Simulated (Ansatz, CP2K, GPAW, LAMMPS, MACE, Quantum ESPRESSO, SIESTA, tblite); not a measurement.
**Other levels on Cu22Zr78 (at. %) with crystalline order left by the classical run (65 atoms)**

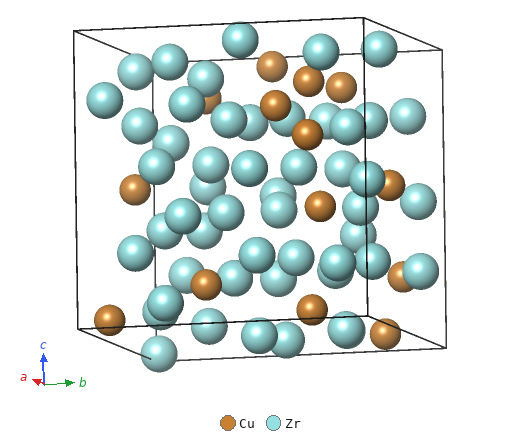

The cell (copper orange, zirconium light teal).

Density of this cell: 6.73 g/cm³. The cell holds 65 atoms: 14 Cu and 51 Zr. Cell: a = 11.101 Å, b = 11.101 Å, c = 11.101 Å, α = 90.0°, β = 90.0°, γ = 90.0°. 65 atoms (14 Cu, 51 Zr) placed at random at 6.15 g/cm³, melted at 2200 K for 10 ps at fixed volume with the Finnis-Sinclair Cu-Zr potential (Mendelev, file CuZr_mm.eam.fs of the LAMMPS distribution). Quenched from 2200 K to 300 K at 3 K/ps and zero pressure, held 5 ps, then minimised at fixed cell.

Geometry: as built.

The reference, a calculation:

| Property | Result |
| --- | --- |
| method | Kohn-Sham DFT, PBE, SSSP efficiency 1.3.0 pseudopotentials, plane waves (Quantum ESPRESSO 7.5); sssp-pbe-1.3.0-efficiency, cutoffs 60/480 Ry, Γ point |
| r.m.s. force component | 0.274 eV/Å |
| longest force | 0.8849 eV/Å |
| pressure | -0.8417 GPa |
| time | 7.1 min on 4 MPI ranks of Arm Neoverse V1, shared host |
| CPU time | 28 min |

In doubt: a PseudoDojo file used here is known to give poor structures and forces (SIESTA), which bears on pressures, cells, forces and phonons.

**Question.** The same geometry is run in other programs. How far does each lie from the reference, and what does it cost?
- CP2K PBE, DZVP-MOLOPT-SR, 800/50 Ry, diagonalisation (CP2K 2026.2; 2 threads)
- SIESTA PBE, DZP, shift 0.01 Ry, mesh 500 Ry (SIESTA 5.4.2; 2 MPI ranks)
- MACE MPA-0 medium potential (MACE MPA-0 medium; 1 thread)
- MACE MP-0b3 medium potential (MACE MP-0b3 medium; 1 thread)
- SIESTA revPBE, PBE potentials, DZP, shift 0.01 Ry, mesh 500 Ry (SIESTA 5.4.2; 2 MPI ranks)
- CP2K PBE, DZVP-MOLOPT-SR, 560/50 Ry, diagonalisation (CP2K 2026.2; 4 MPI ranks)
- MACE MP-0b2 small potential (MACE MP-0b2 small; 1 thread)
- SIESTA PBE, SZP, shift 0.01 Ry, mesh 500 Ry (SIESTA 5.4.2; 2 MPI ranks)

Differences are against the plane-wave reference, forces as r.m.s. over components; share is that over the reference's r.m.s. force, slope the least-squares factor from reference forces to these. Total energies of different programs have different zeros and aren't compared.

| run | Δ force, r.m.s. (meV/Å) | share (%) | slope | Δ pressure (GPa) | cores | CPU time | memory (GiB) |
| --- | --- | --- | --- | --- | --- | --- | --- |
| reference | - | - | - | - | 4 | 28 min | 5.6 |
| CP2K PBE, DZVP-MOLOPT-SR, 800/50 Ry, diagonalisation | 21.1 | 7.71 | 0.994 | 0.128 | 2 | 29 min | 6.5 |
| SIESTA PBE, DZP, shift 0.01 Ry, mesh 500 Ry | 43.6 | 15.9 | 1.042 | -1.76 | 2 | 19 min | 2.7 |
| MACE MPA-0 medium potential | 177 | 64.6 | 0.472 | -0.106 | 1 | 8.7 s | 0.83 |
| MACE MP-0b3 medium potential | 209 | 76.3 | 0.402 | 0.0287 | 1 | 8.7 s | 0.82 |
| SIESTA revPBE, PBE potentials, DZP, shift 0.01 Ry, mesh 500 Ry | 51.7 | 18.9 | 1.048 | 0.0978 | 2 | 19 min | 2.7 |
| CP2K PBE, DZVP-MOLOPT-SR, 560/50 Ry, diagonalisation (coarse) | 24.0 | 8.76 | 0.993 | 0.128 | 4 | 34 min | 8.5 |
| MACE MP-0b2 small potential | 226 | 82.3 | 0.463 | -1.02 | 1 | 7.5 s | 0.66 |
| SIESTA PBE, SZP, shift 0.01 Ry, mesh 500 Ry (coarse) | 52.5 | 19.1 | 1.047 | -0.590 | 2 | 14 min | 2.3 |

Rows marked coarse were listed beforehand as settings not expected to be converged; some can still land near the reference.

Times of the machine-learned potentials are mostly Python's start and the loading of weights.

CPU time is summed over cores on a shared host, where runs went side by side, so it is rough. Symmetry, cutoffs, thresholds, outputs and thread counts weren't matched or tuned between programs; memory under MPI is the largest rank's times the ranks.

The PBE runs in local orbitals, coarse settings apart, differ by 7.7 % (CP2K PBE, DZVP-MOLOPT-SR, 800/50 Ry, diagonalisation) to 16 % (SIESTA PBE, DZP, shift 0.01 Ry, mesh 500 Ry); basis, grid and potentials can all enter. Machine-learned potentials differ by 65 % (MACE MPA-0 medium potential) to 82 % (MACE MP-0b2 small potential); they were trained on other programs' data. Among those trained on PBE data the slope goes as low as 0.40, with a correlation of 0.65, so directions differ as well as sizes. Rows with another functional or a dispersion term differ by 19 % (SIESTA revPBE, PBE potentials, DZP, shift 0.01 Ry, mesh 500 Ry), which mixes the change of model with differences of basis and potentials, some of them made for another functional. Runs with settings chosen to be coarse differ by 8.8 % (CP2K PBE, DZVP-MOLOPT-SR, 560/50 Ry, diagonalisation) to 19 % (SIESTA PBE, SZP, shift 0.01 Ry, mesh 500 Ry), their programs' other errors included. Machine-learned potentials mimic data converged in k, so the reference's own k-point error enters their differences. The network of bonds at the start is that of the classical potential that made the cell, and needn't be the one that DFT or experiment would give. The electronic-structure runs sample only Γ, in a cell whose shortest periodic width is 11 Å, which is coarse for a cell with partly filled levels.

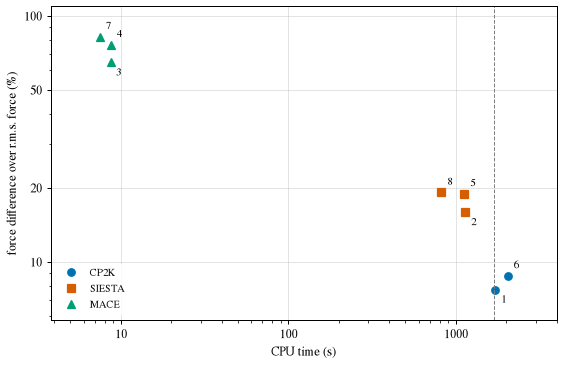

Force difference against CPU time; the dashed line marks the reference's time. Points: 1 CP2K PBE, DZVP-MOLOPT-SR, 800/50 Ry, diagonalisation; 2 SIESTA PBE, DZP, shift 0.01 Ry, mesh 500 Ry; 3 MACE MPA-0 medium potential; 4 MACE MP-0b3 medium potential; 5 SIESTA revPBE, PBE potentials, DZP, shift 0.01 Ry, mesh 500 Ry; 6 CP2K PBE, DZVP-MOLOPT-SR, 560/50 Ry, diagonalisation; 7 MACE MP-0b2 small potential; 8 SIESTA PBE, SZP, shift 0.01 Ry, mesh 500 Ry.

[Hosts, paths, dates, database ids (printed as entryN), source tags and the programs' standing remarks are cut or masked in the printed files.]
